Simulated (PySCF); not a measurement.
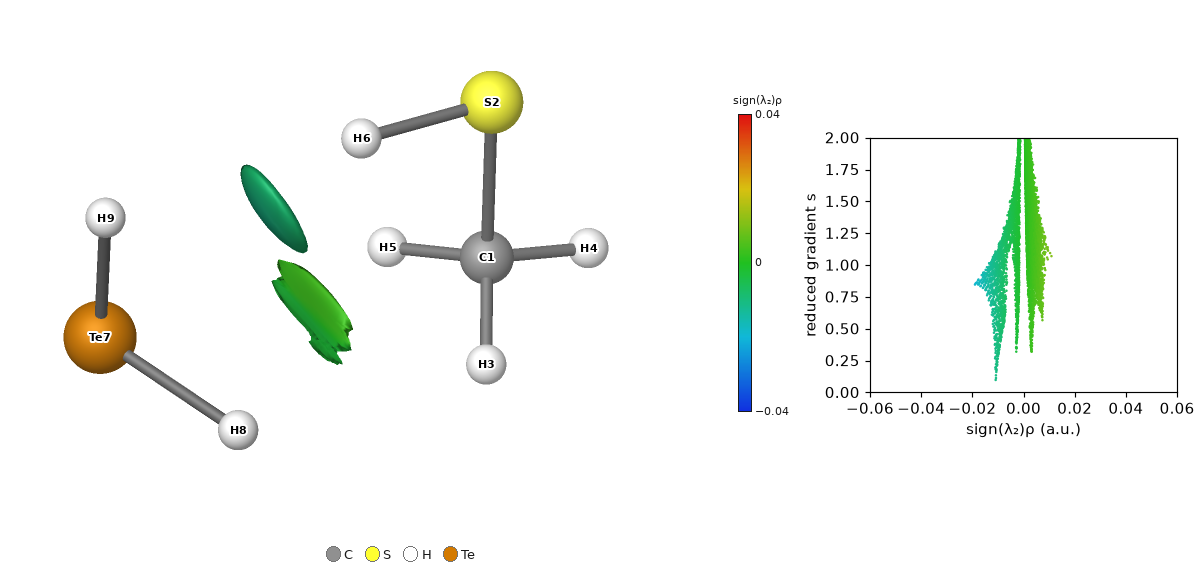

Figure 1: CH$_{6}$STe, SMILES `CS.[TeH2]`. Non-covalent interaction surfaces between the fragments (reduced density gradient s = 0.5, coloured by sign(λ₂)ρ in a.u.; trimmed to the region between the fragments where ρ is under 0.06 a.u.). Fragment A: H4CS (atoms 1–6); fragment B: TeH2. The plot gives s against sign(λ₂)ρ for grid points between the fragments.

Computed with PySCF, r2SCAN/def2-SVPD, geometry: GFN2-xTB. Core potentials replace the inner electrons of Te; spin–orbit coupling isn't included. GFN2-xTB bond lengths at metals and heavier atoms can be off by up to 0.1 Å and shapes distorted, which carries into these values.

Geometry (Å), atoms numbered from 1:

```
C1      -2.7328   -1.1537    0.0031
S2      -2.8213    0.6649    0.0045
H3      -2.1566   -1.4897   -0.8539
H4      -3.7537   -1.5138   -0.0707
H5      -2.2833   -1.4975    0.9298
H6      -1.4973    0.8529    0.0875
Te7      1.3258   -0.0289    0.0299
H8       0.9067   -0.1612   -1.5522
H9       1.3782    1.5964   -0.1835
```

### Interpret the surfaces between the fragments.

Bond critical points between the fragments: H6···Te7, hydrogen bond, 2.96 Å, ρ = 0.011 a.u. It is weak and appears green, as weak hydrogen bonds do. The pose is a local one from a semi-empirical search, not shown to be the most stable.

### How strongly are they bound?

The counterpoise-corrected interaction energy of the frozen fragments is −1.1 kcal/mol without dispersion correction and −1.7 kcal/mol with D3(BJ). The pair geometry is semi-empirical, not a minimum at this level.

Run time: 100 s on 1 thread of Arm Neoverse V1, with other jobs on the host, peak memory 0.55 GiB.
